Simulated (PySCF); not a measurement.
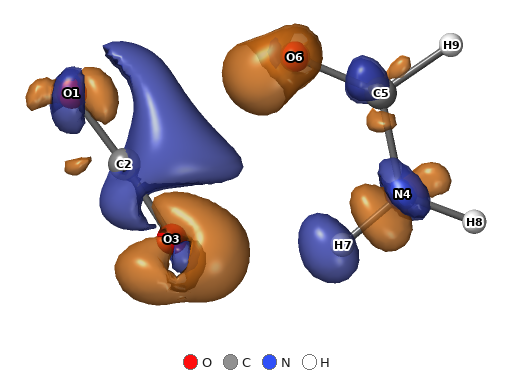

Figure 1: C2H3NO3, SMILES `O=C=O.NC=O`. Density of the complex less the densities of the two fragments at the same geometry, ±0.008 e/Å³ (orange: gain, blue: loss). Fragment A: CO2 (atoms 1–3); fragment B: H3CNO.

PySCF calculation, HF/def2-SVPD, gas phase; geometry: GFN2-xTB.

Question: How is the density rearranged on binding?

Answer: Hirshfeld charges show almost no net transfer (under 0.005 e). By Hirshfeld charges, electrons gather most on O3 (−0.033 e) and leave C2 most (+0.024 e); 0.12 e is displaced in all, which induces a dipole of 0.31 D.

Question: What is the interaction energy, and which contacts carry it?

Answer: The counterpoise-corrected interaction energy of the frozen fragments is −2.6 kcal/mol without dispersion correction and −6.6 kcal/mol with D3(BJ). The pair geometry is semi-empirical, not a minimum at this level. Contacts: O3···O6, 2.85 Å, ρ = 0.015 a.u.; O3···H7, hydrogen bond, 2.21 Å, ρ = 0.013 a.u. The pose is a local one from a semi-empirical search, not shown to be the most stable.
